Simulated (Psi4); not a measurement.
# MP3/cc-pVTZ run of [BF2]+ (SMILES F[B+]F)

What is the vertical ionisation energy of [BF2]+ at MP3/cc-pVTZ? 

The calculation is run with Psi4 1.11.

### Step 1. The molecule

The species is [BF2]+ (3 atoms), meant as a singlet with charge +1. As SMILES, `F[B+]F`. Geometry: relaxed at GFN2-xTB.

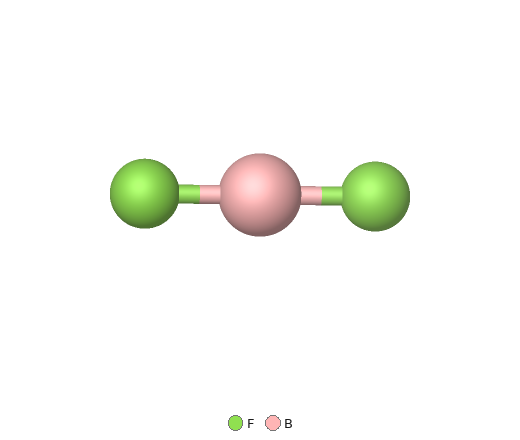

Viewed from a chosen angle; fluorine green, boron pink.

### Step 2. The energy at MP3/cc-pVTZ

bf2.xyz reads:

```xyz
3
BF2
F      0.327370     1.133870     0.305680
B      0.000740    -0.000320     0.000370
F     -0.328120    -1.133550    -0.306050
```

job.py reads:

```python
import psi4

psi4.set_memory('1600 MB')
psi4.set_num_threads(1)
psi4.set_output_file('output.dat', False)

with open('bf2.xyz') as f:
    atoms = ''.join(f.readlines()[2:])
geom = psi4.geometry('1 1\n' + atoms + 'symmetry c1\nno_reorient\nno_com')

psi4.set_options({
    'basis': 'cc-pVTZ',
    'puream': True,
    'e_convergence': 1e-09,
    'd_convergence': 1e-08,
    'scf_type': 'pk',
    'num_frozen_docc': 3,
    'mp_type': 'conv',
})

E, wfn = psi4.energy('mp3', molecule=geom, return_wfn=True)
print(f'mp3 energy: {E:.10f} Eh')
for k, v in sorted(psi4.core.scalar_variables().items()):
    print(f'{k:45s} {v:18.10f}')
```

Started as:

```bash
$ python job.py
```

output.dat, shortened:

```text
[...]
  Running in c1 symmetry.
[...]
  Nuclear repulsion =   56.645161755190429
[...]
  Multiplicity = 1
[...]
  Nalpha       = 11
  Nbeta        = 11
[...]
    Number of basis functions: 90
[...]
   @RHF iter   1:  -223.34160157981879   -3.24747e-01   4.43199e-03 ADIIS/DIIS
[...]
   @RHF iter   9:  -223.40089072236182   -6.02540e-12   4.06601e-09 DIIS
[...]
    Orbital Energies [Eh]
    ---------------------
    Doubly Occupied:
       1A    -26.714022     2A    -26.714011     3A     -8.150291
       4A     -2.040605     5A     -2.034110     6A     -1.175894
       7A     -1.169190     8A     -1.100060     9A     -1.100060
      10A     -1.041179    11A     -1.041179
[...]
  @RHF Final Energy:  -223.40089072236182
   => Energetics <=
    Nuclear Repulsion Energy =             56.6451617551904292
    One-Electron Energy =                -415.5308995653903708
    Two-Electron Energy =                 135.4848470878381193
    Total Energy =                       -223.4008907223618223
[...]
 Multipole Moments:
 ------------------------------------------------------------------------------------
     Multipole            Electronic (a.u.)      Nuclear  (a.u.)        Total (a.u.)
 ------------------------------------------------------------------------------------
 L = 1.  Multiply by 2.5417464519 to convert [e a0] to [Debye]
 Dipole X            :          0.0082770           -0.0057637            0.0025133
 Dipole Y            :         -0.0035170            0.0024188           -0.0010982
 Dipole Z            :          0.0040494           -0.0027968            0.0012526
 Magnitude           :                                                    0.0030153
[...]
	SCS-MP2 Total Energy (a.u.)        :  -223.95207354973695
	SOS-MP2 Total Energy (a.u.)        :  -223.94383339925190
[...]
	SOS-PI-MP2 Total Energy (a.u.)     :  -223.98559822055114
[...]
	MP2 Total Energy (a.u.)            :  -223.96855385070711
[...]
	SCS-MP3 Total Energy (a.u.)        :  -223.95002029229030
[...]
	MP3 Total Energy (a.u.)            :  -223.96034082092052
[...]
```

Wall time 7.5 s (1 thread of Intel Xeon Platinum 8375C at 2.90GHz (Ice Lake), shared host); peak memory 0.78 GiB.

### Step 3. Doublet [BF2]2+

run.py reads:

```python
import numpy as np
from ase.calculators.psi4 import Psi4
from ase import Atoms

a = Atoms(['F', 'B', 'F'], positions=[
    [0.327370, 1.133870, 0.305680],
    [0.000740, -0.000320, 0.000370],
    [-0.328120, -1.133550, -0.306050],
])
calc = Psi4(atoms=a, method='mp3', basis='cc-pVTZ', memory='1600MB', num_threads=1, charge=2, multiplicity=2, label='calc', reference='uhf')
calc.psi4.set_options({'puream': True, 'e_convergence': 1e-09, 'd_convergence': 1e-08, 'scf_type': 'pk', 'num_frozen_docc': 3, 'maxiter': 200, 'mp_type': 'conv'})
a.calc = calc

print(f'energy: {a.get_potential_energy():.6f} eV')
```

Started as:

```bash
$ python run.py
```

calc.dat, shortened:

```text
[...]
  Running in c1 symmetry.
[...]
  Nuclear repulsion =   56.645161755190429
[...]
  Multiplicity = 2
[...]
  Nalpha       = 11
  Nbeta        = 10
[...]
    Number of basis functions: 90
[...]
   @UHF iter   1:  -222.33723574414194    6.79619e-01   4.56981e-03 ADIIS/DIIS
[...]
   @UHF iter  17:  -222.44488077909131   -1.46940e-11   2.82712e-09 DIIS
[...]
   @S^2 Observed:                8.917640930E-01
[...]
  @UHF Final Energy:  -222.44488077909131
   => Energetics <=
    Nuclear Repulsion Energy =             56.6451617551904292
    One-Electron Energy =                -405.6675273021199928
    Two-Electron Energy =                 126.5774847678382571
    Total Energy =                       -222.4448807790913065
  UHF NO Occupations:
  HONO-2 :    9  A 1.9987820
  HONO-1 :   10  A 1.9300361
[...]
 Multipole Moments:
 ------------------------------------------------------------------------------------
     Multipole            Electronic (a.u.)      Nuclear  (a.u.)        Total (a.u.)
 ------------------------------------------------------------------------------------
 L = 1.  Multiply by 2.5417464519 to convert [e a0] to [Debye]
 Dipole X            :          0.0028345           -0.0003519            0.0024826
 Dipole Y            :         -0.0014186            0.0001515           -0.0012671
 Dipole Z            :          0.0013887           -0.0001751            0.0012135
 Magnitude           :                                                    0.0030400
[...]
	SCS-MP2 Total Energy (a.u.)        :  -222.95001032023558
	SOS-MP2 Total Energy (a.u.)        :  -222.94158118111778
[...]
	SOS-PI-MP2 Total Energy (a.u.)     :  -222.97978890435058
[...]
	MP2 Total Energy (a.u.)            :  -222.96686859847108
[...]
	SCS-MP3 Total Energy (a.u.)        :  -222.95108604047698
[...]
	MP3 Total Energy (a.u.)            :  -222.97117147943672
[...]
```

On the terminal:

```text
energy: -6067.354619 eV
```

Wall time 15 s (1 thread of Intel Xeon Platinum 8375C at 2.90GHz (Ice Lake), shared host); peak memory 0.88 GiB.

### Step 4. Outcome

At MP3/cc-pVTZ, 3 core orbitals frozen:

| quantity | value |
| --- | --- |
| singlet [BF2]+: total energy | -223.96034 Eh |
| singlet [BF2]+: HOMO energy (Hartree–Fock orbitals) | -28.33 eV |
| singlet [BF2]+: LUMO energy (Hartree–Fock orbitals) | -4.71 eV |
| singlet [BF2]+: HOMO–LUMO gap (Hartree–Fock orbitals) | 23.62 eV |
| singlet [BF2]+: correlation energy (3 core orbitals frozen) | -559.5 mEh |
| doublet [BF2]2+: total energy | -222.97117 Eh |
| doublet [BF2]2+: HOMO energy (Hartree–Fock orbitals) (highest over α and β) | -33.70 eV |
| doublet [BF2]2+: LUMO energy (Hartree–Fock orbitals) (lowest over α and β) | -23.75 eV |
| doublet [BF2]2+: correlation energy (3 core orbitals frozen) | -526.3 mEh |
| doublet [BF2]2+: ⟨S²⟩ of the reference determinant | 0.892 |
| vertical ionisation energy (to the doublet dication) | 26.917 eV |

The vertical ionisation energy comes to 26.92 eV (2597 kJ/mol). ⟨S²⟩ (doublet [BF2]2+) is 0.89 where a pure doublet has 0.75: the reference is spin-contaminated.
